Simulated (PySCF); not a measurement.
# NOF (nitrosyl fluoride): HF/STO-3G

Aim: the energy change on altering one bond length of NOF (nitrosyl fluoride) at HF/STO-3G, from 2 runs. Input form: a Python script.

The calculation is run with PySCF 2.14.0.

5 further runs of the same task are left out: 5 set aside as unsound or not needed. Runs told in other sessions of the task aren't counted.

### Step 1. The system as given

NOF has 3 atoms, charge 0, and is taken as a singlet. As SMILES, `O=NF`. The shape is that of a GFN2-xTB optimisation.

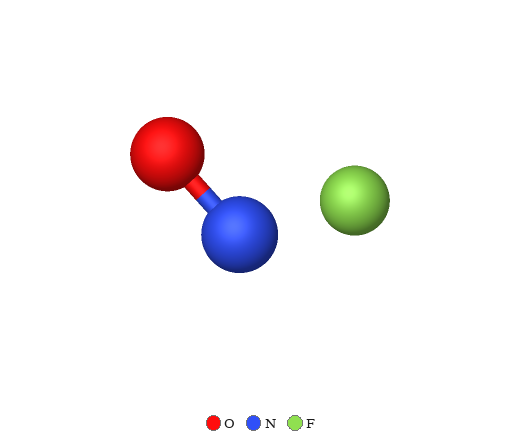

Viewed from a chosen angle; oxygen red, nitrogen blue, fluorine green.

### Step 2. A single-point energy at HF/STO-3G

File input.py:

```python
from pyscf import gto

molecule = gto.Mole()
molecule.atom = '''
O      0.881240     0.243070     0.511850
N      0.147270    -0.481640     0.029090
F     -1.028520     0.238580    -0.540950
'''
molecule.verbose = 4
molecule.max_memory = 1860
molecule.basis = 'sto-3g'
molecule.build()

mf = molecule.RHF()
mf.conv_tol = 1e-10
mf.kernel()
if not mf.converged:
    mf = mf.newton().run(mf.mo_coeff, mf.mo_occ)

etot = mf.e_tot
print('E = %.10f Eh' % etot)
```

Command:

```console
$ OMP_NUM_THREADS=1 python input.py
```

Standard output:

```text
PySCF version 2.14.0

[INPUT] num. atoms = 3
[INPUT] num. electrons = 24
[INPUT] charge = 0
[INPUT] spin (= nelec alpha-beta = 2S) = 0
[INPUT] symmetry False subgroup None
[INPUT] Mole.unit = angstrom
[INPUT] Symbol           X                Y                Z      unit          X                Y                Z       unit  Magmom
[INPUT]  1 O      0.881240000000   0.243070000000   0.511850000000 AA    1.665302250012   0.459335729098   0.967256316859 Bohr   0.0
[INPUT]  2 N      0.147270000000  -0.481640000000   0.029090000000 AA    0.278299966365  -0.910167690636   0.054972132964 Bohr   0.0
[INPUT]  3 F     -1.028520000000   0.238580000000  -0.540950000000 AA   -1.943621113638   0.450850858799  -1.022247347083 Bohr   0.0

nuclear repulsion = 65.8367320556134
number of shells = 9
number of NR pGTOs = 45
number of NR cGTOs = 15
basis = sto-3g
ecp = {}

******** <class 'pyscf.scf.hf.RHF'> ********
method = RHF
initial guess = minao
damping factor = 0
level_shift factor = 0
DIIS = <class 'pyscf.scf.diis.CDIIS'>
diis_start_cycle = 1
diis_space = 8
diis_damp = 0
SCF conv_tol = 1e-10
SCF conv_tol_grad = None
SCF max_cycles = 50
direct_scf = True
direct_scf_tol = 1e-13
Set gradient conv threshold to 1e-05
Initial guess from minao.
init E= -225.733144481882
  HOMO = -0.291153931218208  LUMO = 0.0219919716420031  gap/eV = 8.52113
cycle= 1 E= -225.336532824952  delta_E= 0.397  |g|= 0.591  |ddm|= 2.63
  HOMO = -0.266510212105972  LUMO = 0.0976313900982017  gap/eV = 9.90880
cycle= 2 E= -225.461498249404  delta_E= -0.125  |g|= 0.328  |ddm|= 1.24
  HOMO = -0.343730409879901  LUMO = 0.179069020560346  gap/eV = 14.22610
cycle= 3 E= -225.496662963797  delta_E= -0.0352  |g|= 0.0578  |ddm|= 0.365
  HOMO = -0.357071314738812  LUMO = 0.207765000327736  gap/eV = 15.36998
cycle= 4 E= -225.501327627438  delta_E= -0.00466  |g|= 0.0281  |ddm|= 0.22
  HOMO = -0.358251767567847  LUMO = 0.206157838799742  gap/eV = 15.35837
cycle= 5 E= -225.50197284397  delta_E= -0.000645  |g|= 0.00694  |ddm|= 0.0885
  HOMO = -0.355907660882963  LUMO = 0.205667503677672  gap/eV = 15.28124
cycle= 6 E= -225.502017451115  delta_E= -4.46e-05  |g|= 0.00259  |ddm|= 0.0213
  HOMO = -0.356338478264084  LUMO = 0.206089032724997  gap/eV = 15.30443
cycle= 7 E= -225.502021712516  delta_E= -4.26e-06  |g|= 0.00066  |ddm|= 0.00722
  HOMO = -0.356269331743668  LUMO = 0.206040445913063  gap/eV = 15.30123
cycle= 8 E= -225.502021983315  delta_E= -2.71e-07  |g|= 0.000103  |ddm|= 0.00188
  HOMO = -0.356297643871466  LUMO = 0.206026403801226  gap/eV = 15.30162
cycle= 9 E= -225.502021991617  delta_E= -8.3e-09  |g|= 2.34e-05  |ddm|= 0.000305
  HOMO = -0.356301712179703  LUMO = 0.206027743597432  gap/eV = 15.30176
cycle= 10 E= -225.502021992083  delta_E= -4.66e-10  |g|= 2.76e-06  |ddm|= 8.54e-05
  HOMO = -0.356301385712199  LUMO = 0.20602713284182  gap/eV = 15.30174
cycle= 11 E= -225.502021992091  delta_E= -7.96e-12  |g|= 9.13e-07  |ddm|= 1.09e-05
  HOMO = -0.356301473513548  LUMO = 0.206027106337411  gap/eV = 15.30174
Extra cycle  E= -225.502021992092  delta_E= -6.25e-13  |g|= 4.8e-07  |ddm|= 1.81e-06
converged SCF energy = -225.502021992092
E = -225.5020219921 Eh
```

Wall time 0.6 s (1 thread of Arm Neoverse V2, shared host); peak memory 0.12 GiB.

### Step 3. The distorted shape at the same level

File calc.py:

```python
from pyscf import gto

molecule = gto.M(
    atom='''
O    1.821834  -0.333083   0.967863
N    1.087864  -1.057793   0.485103
F   -1.028520   0.238580  -0.540950
''',
    max_memory=1860,
    basis='sto-3g',
    verbose=4,
)

calc0 = molecule.RHF()
calc0.conv_tol = 1e-10
calc0.kernel()
if not calc0.converged:
    calc0 = calc0.newton().run(calc0.mo_coeff, calc0.mo_occ)

etot = calc0.e_tot
print('Final energy', etot)
```

Command:

```console
$ OMP_NUM_THREADS=1 python calc.py
```

Standard output:

```text
PySCF version 2.14.0

[INPUT] num. atoms = 3
[INPUT] num. electrons = 24
[INPUT] charge = 0
[INPUT] spin (= nelec alpha-beta = 2S) = 0
[INPUT] symmetry False subgroup None
[INPUT] Mole.unit = angstrom
[INPUT] Symbol           X                Y                Z      unit          X                Y                Z       unit  Magmom
[INPUT]  1 O      1.821834000000  -0.333083000000   0.967863000000 AA    3.442767304421  -0.629435646749   1.828995996100 Bohr   0.0
[INPUT]  2 N      1.087864000000  -1.057793000000   0.485103000000 AA    2.055765020774  -1.998939066482   0.916711812205 Bohr   0.0
[INPUT]  3 F     -1.028520000000   0.238580000000  -0.540950000000 AA   -1.943621113638   0.450850858799  -1.022247347083 Bohr   0.0

nuclear repulsion = 50.0672703123438
number of shells = 9
number of NR pGTOs = 45
number of NR cGTOs = 15
basis = sto-3g
ecp = {}

******** <class 'pyscf.scf.hf.RHF'> ********
method = RHF
initial guess = minao
damping factor = 0
level_shift factor = 0
DIIS = <class 'pyscf.scf.diis.CDIIS'>
diis_start_cycle = 1
diis_space = 8
diis_damp = 0
SCF conv_tol = 1e-10
SCF conv_tol_grad = None
SCF max_cycles = 50
direct_scf = True
direct_scf_tol = 1e-13
Set gradient conv threshold to 1e-05
Initial guess from minao.
init E= -225.2127558435
  HOMO = -0.459696185782541  LUMO = 0.0130815252912847  gap/eV = 12.86494
cycle= 1 E= -224.984855673731  delta_E= 0.228  |g|= 0.293  |ddm|= 2.37
  HOMO = 0.178321372465456  LUMO = 0.179573969449792  gap/eV = 0.03408
cycle= 2 E= -220.271542954729  delta_E= 4.71  |g|= 0.239  |ddm|= 4.56
  HOMO = -0.0849786389138016  LUMO = 0.448662891938262  gap/eV = 14.52113
cycle= 3 E= -224.989565119295  delta_E= -4.72  |g|= 0.197  |ddm|= 4.57
  HOMO = -0.343352997576313  LUMO = 0.139237370127388  gap/eV = 13.13195
cycle= 4 E= -225.002127669238  delta_E= -0.0126  |g|= 0.0944  |ddm|= 0.173
  HOMO = -0.19914465828254  LUMO = 0.0644848031229921  gap/eV = 7.17372
cycle= 5 E= -225.008457298671  delta_E= -0.00633  |g|= 0.102  |ddm|= 0.119
  HOMO = -0.0870204238228933  LUMO = 0.00653947963541868  gap/eV = 2.54589
cycle= 6 E= -225.017199036474  delta_E= -0.00874  |g|= 0.132  |ddm|= 0.126
  HOMO = 0.145997128343693  LUMO = 0.170045054307091  gap/eV = 0.65438
cycle= 7 E= -220.267886833664  delta_E= 4.75  |g|= 0.159  |ddm|= 4.56
  HOMO = -0.0232290284706516  LUMO = -0.00961638553194122  gap/eV = 0.37042
cycle= 8 E= -220.470458361858  delta_E= -0.203  |g|= 1.05  |ddm|= 0.712
  HOMO = -0.0257736003928086  LUMO = -0.00340385906261542  gap/eV = 0.60871
cycle= 9 E= -220.35074932233  delta_E= 0.12  |g|= 0.691  |ddm|= 0.284
  HOMO = 0.03847177110417  LUMO = 0.0796510574436086  gap/eV = 1.12055
cycle= 10 E= -220.27595082103  delta_E= 0.0748  |g|= 0.246  |ddm|= 0.693
  HOMO = 0.185758927968672  LUMO = 0.203934400943619  gap/eV = 0.49458
[... cycles 11 to 40 left out ...]
cycle= 41 E= -225.176766316018  delta_E= -0.00611  |g|= 0.261  |ddm|= 0.839
  HOMO = -0.137412842215391  LUMO = 0.056351483447197  gap/eV = 5.27260
cycle= 42 E= -225.208218815482  delta_E= -0.0315  |g|= 0.16  |ddm|= 0.516
  HOMO = -0.144656668372205  LUMO = 0.0982823852287259  gap/eV = 6.61071
cycle= 43 E= -225.212042940328  delta_E= -0.00382  |g|= 0.172  |ddm|= 0.713
  HOMO = -0.164466017789263  LUMO = 0.0653716570667371  gap/eV = 6.25420
cycle= 44 E= -225.235511936416  delta_E= -0.0235  |g|= 0.0415  |ddm|= 0.585
  HOMO = -0.159385586400582  LUMO = 0.064788444306153  gap/eV = 6.10009
cycle= 45 E= -225.237599223193  delta_E= -0.00209  |g|= 0.03  |ddm|= 0.209
  HOMO = -0.157097255153372  LUMO = 0.0801455913114582  gap/eV = 6.45571
cycle= 46 E= -225.236488956647  delta_E= 0.00111  |g|= 0.0665  |ddm|= 0.462
  HOMO = -0.168394260881703  LUMO = 0.0639301424360029  gap/eV = 6.32187
cycle= 47 E= -225.239914597826  delta_E= -0.00343  |g|= 0.0138  |ddm|= 0.222
  HOMO = -0.164875561994431  LUMO = 0.0596604305112045  gap/eV = 6.10994
cycle= 48 E= -225.240072394684  delta_E= -0.000158  |g|= 0.00967  |ddm|= 0.101
  HOMO = -0.162148045703375  LUMO = 0.0632898047532937  gap/eV = 6.13448
cycle= 49 E= -225.240068409597  delta_E= 3.99e-06  |g|= 0.0101  |ddm|= 0.0502
  HOMO = -0.16348624080284  LUMO = 0.062070669073544  gap/eV = 6.13772
cycle= 50 E= -225.240148936931  delta_E= -8.05e-05  |g|= 0.000957  |ddm|= 0.0239
SCF not converged.
SCF energy = -225.240148936931

******** <class 'pyscf.soscf.newton_ah.SecondOrderRHF'> ********
method = SecondOrderRHF
initial guess = minao
damping factor = 0
level_shift factor = 0
DIIS = <class 'pyscf.scf.diis.CDIIS'>
diis_start_cycle = 1
diis_space = 8
diis_damp = 0
SCF conv_tol = 1e-10
SCF conv_tol_grad = None
SCF max_cycles = 50
direct_scf = True
direct_scf_tol = 1e-13
******** <class 'pyscf.scf.hf.RHF'> Newton solver flags ********
SCF tol = 1e-10
conv_tol_grad = None
max. SCF cycles = 50
direct_scf = True
direct_scf_tol = 1e-13
max_cycle_inner = 12
max_stepsize = 0.05
ah_start_tol = 1e+09
ah_level_shift = 0
ah_conv_tol = 1e-12
ah_lindep = 1e-14
ah_start_cycle = 1
ah_max_cycle = 40
ah_grad_trust_region = 2.5
kf_interval = 4
kf_trust_region = 5
canonicalization = True
Set conv_tol_grad to 1e-05
  HOMO = -0.16369997921681  LUMO = 0.0618151316180098  gap/eV = 6.13658
Initial guess E= -225.240148936931  |g|= 0.000956535
macro= 0  E= -225.240153472717  delta_E= -4.53579e-06  |g|= 0.000105615  2 KF 10 JK
macro= 1  E= -225.240153472716  delta_E= 2.27374e-13  |g|= 3.30137e-06  1 KF 2 JK
Canonicalize SCF orbitals
macro X = 2  E=-225.240153472716  |g|= 3.30137e-06  total 4 KF 15 JK
converged SCF energy = -225.240153472716
Final energy -225.24015347271632
```

Run time: 0.82 s. Hardware: 1 thread of Arm Neoverse V2, shared host; peak memory 0.12 GiB.

### Step 4. Summary of results

Level: HF/STO-3G.

| quantity | value |
| --- | --- |
| first shape: total energy | -225.50202 Eh |
| first shape: dipole moment | 0.36 D |
| first shape: HOMO energy | -9.70 eV |
| first shape: LUMO energy | 5.61 eV |
| first shape: HOMO–LUMO gap | 15.30 eV |
| distorted shape: total energy | -225.24015 Eh |
| distorted shape: dipole moment | 2.46 D |
| distorted shape: HOMO energy | -4.45 eV |
| distorted shape: LUMO energy | 1.68 eV |
| distorted shape: HOMO–LUMO gap | 6.13 eV |
| energy change with the N2–F3 bond stretched from 1.492 to 2.686 Å | 7.126 eV |

In words: One bond (distorted shape) is far stretched, which a spin-restricted single reference describes badly; a broken-symmetry solution may lie lower. With the N2–F3 bond stretched from 1.492 to 2.686 Å the energy rises by 7.13 eV (688 kJ/mol). The first shape isn't relaxed at this level, so the change isn't measured from a minimum. A restricted reference can't describe the breaking bond well at this length. The minimal basis adds a large error of its own. Mulliken charges (distorted shape) run from -0.17 on F3 to +0.17 on N2; they depend strongly on the basis.
